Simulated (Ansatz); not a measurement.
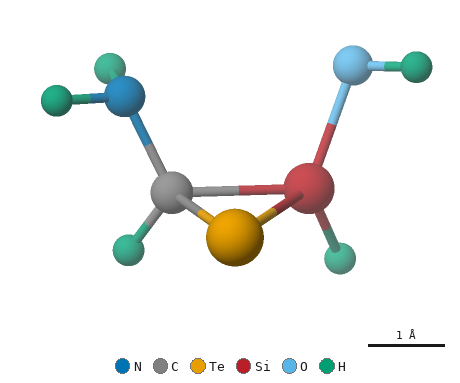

Starting structure of CH5NOSiTe. Style: ball-and-stick. Shown face on.

The run prepares an end point of a later path (inversion) calculation, from a guessed geometry.

The calculation used Ansatz, RKS B3LYP-D4/def2-SVP.

Input file:
```yaml
crystal:
  periodic: [false, false, false]
  atoms:
    - { symbol: "N", position_ang: [-0.2569, 0.2352, 1.4819] }
    - { symbol: C, position_ang: [0.2054, -0.6894, 0.5115] }
    - { symbol: Te, position_ang: [2.2244, -0.322, 0.0194] }
    - { symbol: Si, position_ang: [0.129, -0.0901, -1.219] }
    - { symbol: O, position_ang: [-0.5238, 1.505, -1.3149] }
    - { symbol: H, position_ang: [-1.3416, 0.166, 1.5201] }
    - { symbol: H, position_ang: [0.1022, 0.021, 2.4115] }
    - { symbol: H, position_ang: [-0.0449, -1.7245, 0.6952] }
    - { symbol: H, position_ang: [-0.4364, -1.0909, -2.123] }
    - { symbol: H, position_ang: [0.0256, 1.9384, -1.9796] }
basis:
  gaussian: { orbitals: def2-SVP }
hamiltonian:
  xc: b3lyp
  dispersion: d4
relax:
  f_tol: 0.015
  max_steps: 40
output:
  orbitals: {}
```

Run as
```bash
ansatz run input.yaml --threads 2 --pin off --max-ram 3072MiB --backend cpu --events-out ev --progress --plain --runs-dir out
```

Question: Where does the relaxation end?

Answer: H6 moves most after the best rigid fit: 0.99 Å. By element the largest moves are H 0.99 Å, Te 0.77 Å, N 0.36 Å, C 0.30 Å, O 0.28 Å, Si 0.17 Å. Near-neighbour distances that change, for instance: N1–Te3 2.934 → 3.798 Å, C2–Te3 2.110 → 2.973 Å, N1–C2 1.418 → 1.324 Å, N1–H6 1.088 → 1.020 Å. Bonds break, among them: C2–Te3 (2.11 → 2.97 Å). Among the angles between lasting bonds that change: C2–Si4–Te3 57.0° → 87.0°, C2–N1–H7 111.9° → 123.1°, C2–N1–H6 107.9° → 117.9°. After 13 geometry steps the energy has fallen by 1.295 eV. Largest force component: 2.8 eV/Å at the start, 0.015 eV/Å at the end.

Step by step:

```tsv
step	E − E(0), eV	largest force component, eV/Å
0	0.0000	2.8262
1	-0.5256	1.1717
2	-0.6206	0.8747
3	-0.7156	0.7483
4	-0.8053	1.3818
5	-0.8736	1.9163
6	-1.0726	1.3176
7	-1.1688	1.4631
8	-1.2176	0.5545
9	-1.2743	0.6499
10	-1.2927	0.3097
11	-1.2947	0.0880
12	-1.2951	0.0270
13	-1.2953	0.0147
```

The structure at the end:

```xyz
10

N    -0.5562    0.0354    1.4786
C    -0.0655   -0.8050    0.5816
Te    2.5693   -0.2162   -0.6642
Si    0.2221   -0.2306   -1.1861
O    -0.5967    1.2448   -1.2333
H    -0.8665    0.9514    1.1549
H    -0.4565   -0.1015    2.4801
H     0.2453   -1.7859    0.9539
H    -0.4006   -1.1434   -2.1802
H    -0.0119    1.9998   -1.3822
```

After the run, drawn alike:

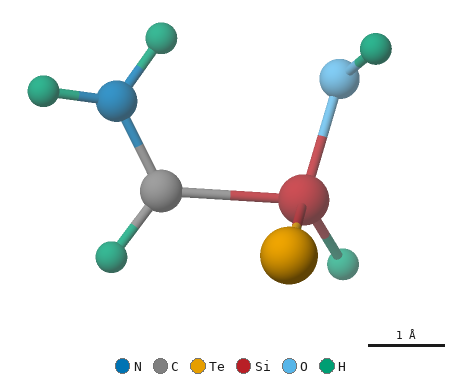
